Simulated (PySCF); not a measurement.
Input file:

```
{"job": {"kind": "nmr", "xc": "PBE0", "basis": "pcSseg-1"}, "charge": 0, "multiplicity": 1}
C      3.247359    -0.288321    -0.404673
N      2.110816    -0.415160    -0.918240
C      0.929798    -0.010104    -0.344503
C      0.703736     1.240241     0.093603
Si    -1.023118     1.696591     0.645098
C     -1.857929     0.017197     0.344170
C     -1.436298    -0.480151    -1.046930
C     -0.164629    -1.039007    -0.382936
C     -0.948579    -1.068594     0.939565
H      3.429503     0.095948     0.602703
H      4.109212    -0.592947    -0.981703
H      1.515279     1.954219     0.059923
H     -1.642227     2.744740    -0.173824
H     -1.061062     2.047363     2.070841
H     -2.918616    -0.046983     0.583289
H     -2.077545    -1.278527    -1.420737
H     -1.289148     0.261529    -1.830877
H      0.222853    -1.985714    -0.762671
H     -1.463376    -2.018873     1.081670
H     -0.391176    -0.822769     1.843196
```

Launched as:

```sh
OMP_NUM_THREADS=1 python probes_run.py task.json out
```

Geometry: GFN2-xTB.

The calculation used PBE0/pcSseg-1, SCF density, gas phase, non-relativistic in PySCF 2.14.0.

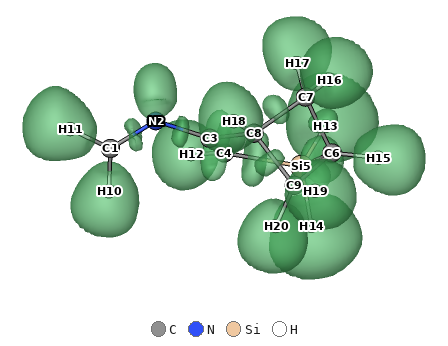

C7H11NSi. Isosurface of the electron localisation function at 0.85 (green), seen from one side. Only the valence region is drawn (cores and ρ < 0.01 e/Å³ removed).

> Describe the localisation domains.

At this value the surface marks out six regions between bonded C–C atoms (shared pairs), two regions between bonded C–N atoms (shared pairs), two regions between bonded C–Si atoms (shared pairs), eleven regions around hydrogen nuclei and one lobe on N, pointing away from the bonds (lone pairs).

Values along the shortest contacts:
C–N (1.25 Å): the ELF peaks at about 0.90 between the atoms; a short, multiple covalent bond. C–C (1.34 Å): the ELF peaks at about 0.90 between the atoms; a short, multiple covalent bond.
